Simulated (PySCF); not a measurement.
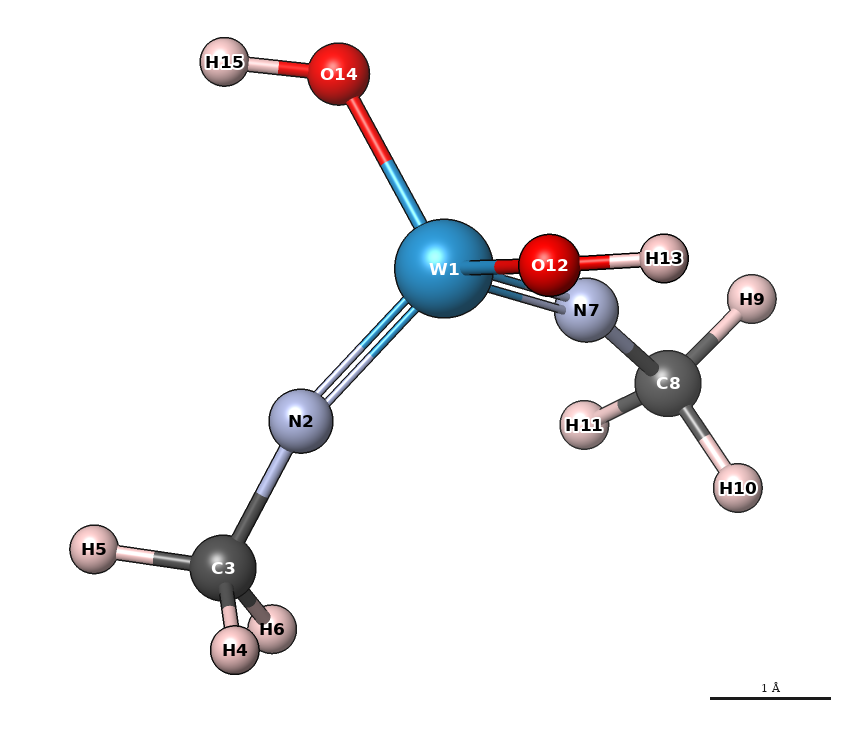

The view is orthographic, and the bar gives the scale. The species is neutral and a spin singlet. The geometry was computed by an optimisation with PBE0-D3(BJ)/def2-SVP. No frequency run is at hand to confirm it as a minimum.

Write Cartesian coordinates in Å in the frame of the picture: x to the right, y up, z towards the viewer, origin at the mean of the atomic positions.

```xyz
15
C2H8N2O2W
W   -0.01   0.91   0.65
N   -1.21  -0.37   0.71
C   -1.86  -1.60   0.45
H   -1.76  -2.29   1.31
H   -2.94  -1.45   0.28
H   -1.45  -2.11  -0.44
N    1.18   0.56  -0.58
C    1.87  -0.06  -1.66
H    2.57   0.65  -2.14
H    2.45  -0.93  -1.33
H    1.17  -0.40  -2.44
O    0.88   0.93   2.35
H    1.83   0.99   2.43
O   -0.89   2.54   0.17
H   -1.85   2.64   0.22
```
